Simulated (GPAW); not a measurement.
## How far to go with the k-point mesh at a smearing width of 0.05 eV: Ba (Im-3m, 1 atom in the cell)

```
CELL_PARAMETERS angstrom
     -2.49745     2.49745     2.49745
      2.49745    -2.49745     2.49745
      2.49745     2.49745    -2.49745
ATOMIC_POSITIONS crystal
  Ba 0.00000 0.00000 0.00000
```

Method of the run: PBE, GPAW PAW datasets PBE (gpaw-data 1.0.1) (plane waves; GPAW).

Base settings: mode = pw; ecut = 600 eV; xc = PBE; kpts = 7 7 7; mesh shift (steps) = 0 0 0; occupations.name = methfessel-paxton; occupations.width = 0.1 eV; occupations.order = 0; nbands = -7; symmetry.symmorphic = false.

In this ladder: occupations.width = 0.05 eV.

The second cell is the first with its lattice scaled by 0.98.

Only quantities that move along the ladder and can be compared are tabulated.

The count of work is k-points × plane waves × bands × iterations; it is no time. 

The starting cell has typed, rounded lattice constants, without a prior relaxation at this level. Its lattice was rescaled by up to half a per cent.

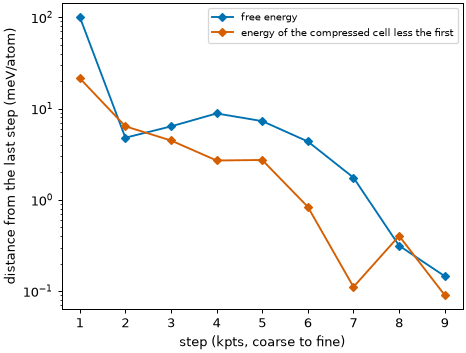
Figure: Distance from the last step along the ladder; very small values are drawn at a floor.

| kpts | free energy less the last step's (meV/atom) | energy of the compressed cell less the first (meV/atom) | pressure (GPa) | count of work / last |
|---|---|---|---|---|
| 3 3 3 | 101.06 | -10.60 | -0.66 | 0.014 |
| 4 4 4 | 4.80 | 17.31 | 0.42 | 0.022 |
| 5 5 5 | -6.38 | 6.44 | -0.02 | 0.030 |
| 6 6 6 | 8.84 | 13.61 | 0.29 | 0.049 |
| 7 7 7 | 7.29 | 13.65 | 0.29 | 0.055 |
| 8 8 8 | -4.36 | 10.08 | 0.14 | 0.089 |
| 10 10 10 | 1.75 | 11.02 | 0.19 | 0.14 |
| 15 15 15 | -0.31 | 10.51 | 0.16 | 0.36 |
| 18 18 18 | -0.15 | 11.00 | 0.18 | 0.59 |
| 22 22 22 | 0.00 | 10.91 | 0.18 | 1.0 |

Coarsest kpts that holds the pressure within 0.1 GPa of the last step, with all finer ones: 8 8 8, at 0.089 of the last step's count of work; the step before is off by 0.12 GPa.

Coarsest kpts that holds the free energy within 2 meV/atom of the last step, with all finer ones: 10 10 10, at 0.14 of the last step's count of work; the step before is off by 4.4 meV/atom.

Coarsest kpts that holds the energy of the compressed cell less the first within 1 meV/atom of the last step, with all finer ones: 8 8 8, at 0.089 of the last step's count of work; the step before is off by 2.7 meV/atom.

The energy difference between the two cells stays within 1 meV/atom of the last step's from 8 8 8 on, the total only from 15 15 15 on: much of the error is common to both cells and cancels.

Two neighbours can agree and both be off: 6 6 6 and 7 7 7 differ by 0.03 meV/atom in the energy of the compressed cell less the first, yet lie about 2.7 meV/atom from the last step.
